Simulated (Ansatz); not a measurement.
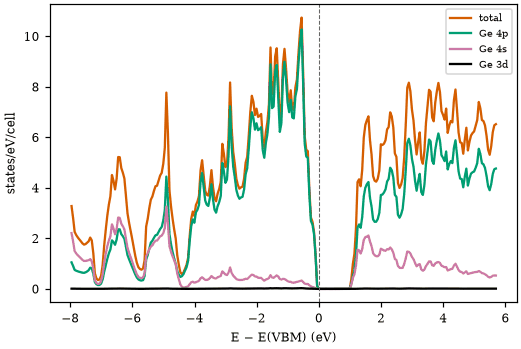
Total and projected density of states of Ge in space group P4_32_12 (No. 96; Ge on 4a, Ge on 8b), plane-wave PAW r²SCAN (Ansatz code)

Problem. Which orbitals carry the states next to the gap?

Solution. Top 1 eV of the valence band: Ge 4p 95 %. Bottom 1 eV of the conduction band: Ge 4p 60 %, Ge 4s 33 %, outside the projected shells 6 %. Projections are on Löwdin-orthogonalised atomic valence shells; empty p or d shells of many metals are not among them.

Problem. Where is the tallest occupied peak in this window, and what makes it?

Solution. Near -0.6 eV, about 11 states/eV per cell; the largest projected share is Ge 4p.

The first step of the workflow began from a Materials Project structure, measured or hypothetical; the Crystallography Open Database files this formula in space group No. 96, but the cells were not matched. It is not the phase usual at ambient conditions (space group No. 227). Symmetry was held in the r²SCAN relaxation; whether a distortion lowers the energy is not shown. Scalar-relativistic: spin–orbit coupling is off unless named, which matters more the heavier the elements.

Potentials: the earlier of the program's two PAW sets.
